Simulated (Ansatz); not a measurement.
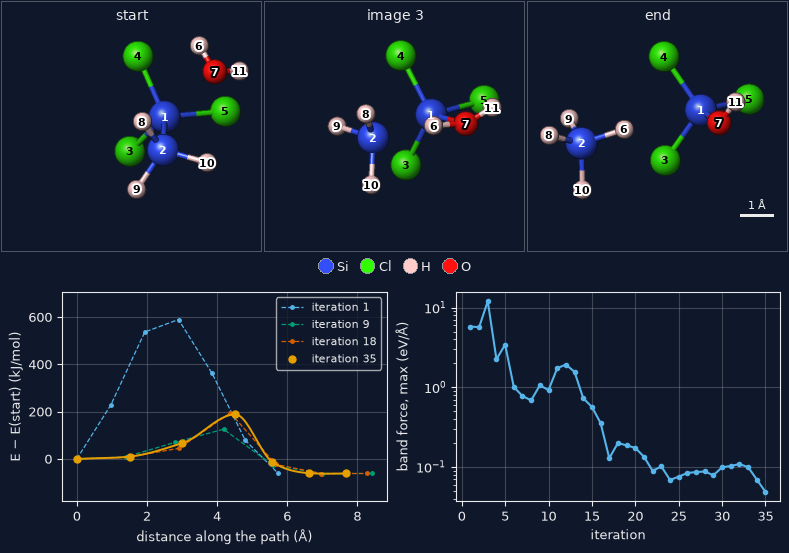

A search for the minimum-energy path of Si2H5OCl3, made up of Si₂H₃Cl₃ and H2O by the nudged elastic band. Images are numbered from 0 (start) to 6 (end). The plot follows the band through its iterations. The picture is a ball-and-stick view, seen from a free direction.

Method: Ansatz, RKS PBE0-D4/def2-SVP. Settings: 5 movable images; climbing image.

Judge this run.

Answer. The run is converged, with reservations. The band converged in 35 iterations. The largest component of the band force went from 5.8 to 0.049 eV/Å. The climbing image converged on the top of the path. Its curvatures weren't checked. The largest force component is 0.34 eV/Å at the start and 0.58 eV/Å at the end; an end with forces this large is no minimum, and the barrier measured from it can be far off. The first iteration put the highest image at 589.8 kJ/mol. The highest point, image 3, lies 188.6 kJ/mol above the start and 250.1 kJ/mol above the end; the end is at −61.5 kJ/mol relative to the start.

Limits of the set-up: the start holds two separate molecules, 2.8 Å apart at their closest, whose relative position is a soft coordinate.

The run took of the order of 24 core-minutes on a shared host.
